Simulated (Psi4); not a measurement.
**One shape, several levels: triplet Cu2**

Aim: a comparison of 5 runs (U-r2SCAN/def2-SVPD, UB2PLYP/def2-SVPD, UDSD-PBEP86/def2-SVPD, UPBE0/def2-SVPD, UMP3/def2-SVPD) of triplet Cu2. 

Program for the calculation: Psi4 1.11.

15 further runs of the same task are left out: 15 that didn't finish.

### Step 1. The structure to begin with

Cu2: 2 atoms, total charge 0, spin state triplet. SMILES of the parent species: `[Cu][Cu]`. The bond length is the one measured for the parent species. That shape belongs to the parent species and isn't relaxed for this state.

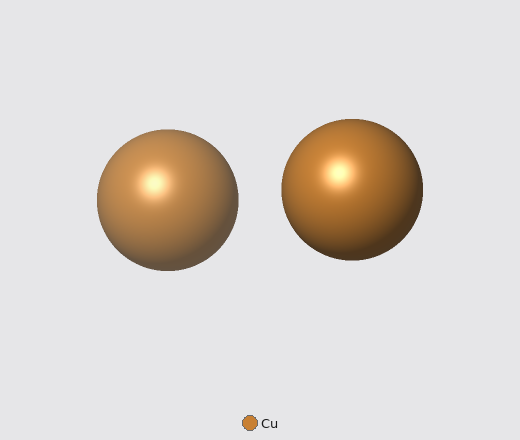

Viewed from a chosen angle; copper orange.

### Step 2. Energy and gradient at U-r2SCAN/def2-SVPD (run 1)

calc.in

```
memory 1600 MB

molecule geom {
  0 3
  Cu
  Cu 1 r2

  r2 = 2.2197
  symmetry c1
}

set reference uks
set puream true
set e_convergence 1e-09
set d_convergence 1e-08
set scf_type pk
set dft_radial_points 99
set dft_spherical_points 590
set maxiter 100

result, w = gradient("r2scan/def2-SVPD", return_wfn=True)
```

Command:

```
psi4 calc.in calc.out -n 1
```

calc.out:

```text
[...]
  Running in c1 symmetry.
[...]
  Nuclear repulsion =  200.494676836270656
[...]
  Multiplicity = 3
[...]
  Nalpha       = 30
  Nbeta        = 28
[...]
    Number of basis functions: 68
[...]
   @UKS iter   1: -3276.36084834266694   -6.32974e-01   4.28063e-02 ADIIS/DIIS
[...]
   @UKS iter  18: -3280.45045064628675   -1.45519e-11   7.85675e-09 DIIS
[...]
   @S^2 Observed:                2.006417872E+00
[...]
  @UKS Final Energy: -3280.45045064628675
   => Energetics <=
    Nuclear Repulsion Energy =            200.4946768362706564
    One-Electron Energy =               -4973.8732320471272033
    Two-Electron Energy =                1627.2710083839895105
    DFT Exchange-Correlation Energy =    -134.3429038194196607
    Empirical Dispersion Energy =           0.0000000000000000
    VV10 Nonlocal Energy =                  0.0000000000000000
    Total Energy =                      -3280.4504506462867539
[...]
  -Total Gradient:
     Atom            X                  Y                   Z
    ------   -----------------  -----------------  -----------------
       1        0.000000000001     0.000000000001     0.020068419312
       2        0.000000000002    -0.000000000002    -0.020068419584
[...]
```

Wall time 14 s (1 thread of Intel Xeon Platinum 8488C (Sapphire Rapids), shared host); peak memory 0.65 GiB.

### Step 3. The energy at UB2PLYP/def2-SVPD (density fitting for correlation) (run 2)

job.py

```python
import psi4

psi4.set_memory(1600000000)
psi4.set_num_threads(1)
psi4.core.set_output_file('psi4.out', False)

molecule = psi4.geometry("""
0 3
Cu     0.00000000     0.00000000     0.00000000
Cu     0.00000000     0.00000000     4.19462508
units bohr
symmetry c1
no_reorient
no_com
""")

options = {'basis': 'def2-SVPD', 'reference': 'uks', 'puream': True, 'e_convergence': 1e-09, 'd_convergence': 1e-08, 'scf_type': 'pk', 'dft_radial_points': 99, 'dft_spherical_points': 590, 'num_frozen_docc': 10, 'maxiter': 100}
psi4.set_options(options)

e_tot = psi4.energy('B2PLYP')
print(f'B2PLYP energy: {e_tot:.10f} Eh')
```

Command:

```
python job.py
```

psi4.out:

```text
[...]
  Running in c1 symmetry.
[...]
  Nuclear repulsion =  200.494676868713157
[...]
  Multiplicity = 3
[...]
  Nalpha       = 30
  Nbeta        = 28
[...]
    Number of basis functions: 68
[...]
   @UKS iter   1: -3275.94885060377192   -2.23782e+00   4.17208e-02 DIIS/ADIIS
[...]
   @UKS iter  15: -3279.61022272486753   -9.09495e-13   2.24810e-09 DIIS
[...]
   @S^2 Observed:                2.002686692E+00
[...]
  @UKS Final Energy: -3279.61022272486753
   => Energetics <=
    Nuclear Repulsion Energy =            200.4946768687131566
    One-Electron Energy =               -4976.5288581119912124
    Two-Electron Energy =                1560.4584807386790999
    DFT Exchange-Correlation Energy =     -64.0345222202684283
    Empirical Dispersion Energy =           0.0000000000000000
    VV10 Nonlocal Energy =                  0.0000000000000000
    Total Energy =                      -3279.6102227248675263
[...]
 Multipole Moments:
 ------------------------------------------------------------------------------------
     Multipole            Electronic (a.u.)      Nuclear  (a.u.)        Total (a.u.)
 ------------------------------------------------------------------------------------
 L = 1.  Multiply by 2.5417464519 to convert [e a0] to [Debye]
 Dipole X            :          0.0000000            0.0000000            0.0000000
 Dipole Y            :         -0.0000000            0.0000000           -0.0000000
 Dipole Z            :       -121.6441273          121.6441273            0.0000000
 Magnitude           :                                                    0.0000000
[...]
```

Standard output:

```text
B2PLYP energy: -3279.8539649450 Eh
```

Run time: 5.4 s. Hardware: 1 thread of Intel Xeon Platinum 8488C (Sapphire Rapids), shared host; peak memory 0.41 GiB.

Runs 3 to 4 aren't shown in full; the table further down has their settings and results.

### Step 4. A single-point energy at UMP3/def2-SVPD (run 5)

cu2.xyz

```xyz
2
Cu2
Cu     0.000000     0.000000     0.000000
Cu     0.000000     0.000000     2.219700
```

run.py

```python
import psi4

psi4.set_memory('1600 MB')
psi4.set_num_threads(1)
psi4.set_output_file('cu2.out', False)

with open('cu2.xyz') as f:
    atoms = ''.join(f.readlines()[2:])
molecule = psi4.geometry('0 3\n' + atoms + 'symmetry c1\nno_reorient\nno_com')

psi4.set_options({
    'reference': 'uhf',
    'puream': True,
    'e_convergence': 1e-09,
    'd_convergence': 1e-08,
    'scf_type': 'pk',
    'num_frozen_docc': 10,
    'maxiter': 100,
    'mp_type': 'conv',
})

result = psi4.energy("mp3/def2-SVPD", molecule=molecule)
print(f'total energy {result:.8f} hartree = {result * 27.211386:.5f} eV')
```

Command:

```
python run.py
```

cu2.out:

```text
[...]
  Running in c1 symmetry.
[...]
  Nuclear repulsion =  200.494676836270656
[...]
  Multiplicity = 3
[...]
  Nalpha       = 30
  Nbeta        = 28
[...]
    Number of basis functions: 68
[...]
   @UHF iter   1: -3274.12381505330404   -3.74272e+00   3.98498e-02 ADIIS/DIIS
[...]
   @UHF iter  15: -3277.35196273523570   -6.82121e-12   1.89516e-09 DIIS
[...]
   @S^2 Observed:                2.004357657E+00
[...]
  @UHF Final Energy: -3277.35196273523570
   => Energetics <=
    Nuclear Repulsion Energy =            200.4946768362706564
    One-Electron Energy =               -4978.6703919707415480
    Two-Electron Energy =                1500.8237523992352180
    Total Energy =                      -3277.3519627352357020
  UHF NO Occupations:
  HONO-2 :   28  A 1.9994699
  HONO-1 :   29  A 1.0000000
[...]
 Multipole Moments:
 ------------------------------------------------------------------------------------
     Multipole            Electronic (a.u.)      Nuclear  (a.u.)        Total (a.u.)
 ------------------------------------------------------------------------------------
 L = 1.  Multiply by 2.5417464519 to convert [e a0] to [Debye]
 Dipole X            :         -0.0000000            0.0000000           -0.0000000
 Dipole Y            :          0.0000000            0.0000000            0.0000000
 Dipole Z            :       -121.6441273          121.6441273           -0.0000000
 Magnitude           :                                                    0.0000000
[...]
	SCS-MP2 Total Energy (a.u.)        : -3278.00765489150172
	SOS-MP2 Total Energy (a.u.)        : -3277.96173218432841
[...]
	SOS-PI-MP2 Total Energy (a.u.)     : -3278.00863752656642
[...]
	MP2 Total Energy (a.u.)            : -3278.09950030584923
[...]
	SCS-MP3 Total Energy (a.u.)        : -3277.97505040845090
[...]
	MP3 Total Energy (a.u.)            : -3277.96908237364642
[...]
```

Standard output:

```text
total energy -3277.96908237 hartree = -89198.08200 eV
```

Wall time 5.4 s (1 thread of Intel Xeon Platinum 8488C (Sapphire Rapids), shared host); peak memory 0.3 GiB.

### Step 5. Overview of the runs

| run | level | task | frozen core orbitals | energy (Eh) | HOMO energy (eV) | ⟨S²⟩ | wall time |
| --- | --- | --- | --- | --- | --- | --- | --- |
| 1 | U-r2SCAN/def2-SVPD | gradient | 0 | -3280.450451 | -3.62 | 2.006 | 14 s |
| 2 | UB2PLYP/def2-SVPD (density fitting for correlation) | energy | 10 | -3279.853965 | -4.14 | 2.003 | 5.4 s |
| 3 | UDSD-PBEP86/def2-SVPD (density fitting for correlation) | energy | 10 | -3279.049622 | -4.51 | 2.004 | 6.6 s |
| 4 | UPBE0/def2-SVPD | gradient | 0 | -3279.991154 | -3.81 | 2.004 | 8.1 s |
| 5 | UMP3/def2-SVPD | energy | 10 | -3277.969082 | -4.81 | 2.004 | 5.4 s |

### Step 6. What came out

```
                                                         quantity           value
                                              run 5: total energy  -3277.96908 Eh
run 5: HOMO energy (Hartree–Fock orbitals) (highest over α and β)        -4.81 eV
 run 5: LUMO energy (Hartree–Fock orbitals) (lowest over α and β)        -0.45 eV
              run 5: correlation energy (10 core orbitals frozen)      -617.1 mEh
                         run 5: ⟨S²⟩ of the reference determinant           2.004
```

**Reading.** Totals of different functionals can't be ranked against each other. All runs together took 39 s, the longest 14 s.
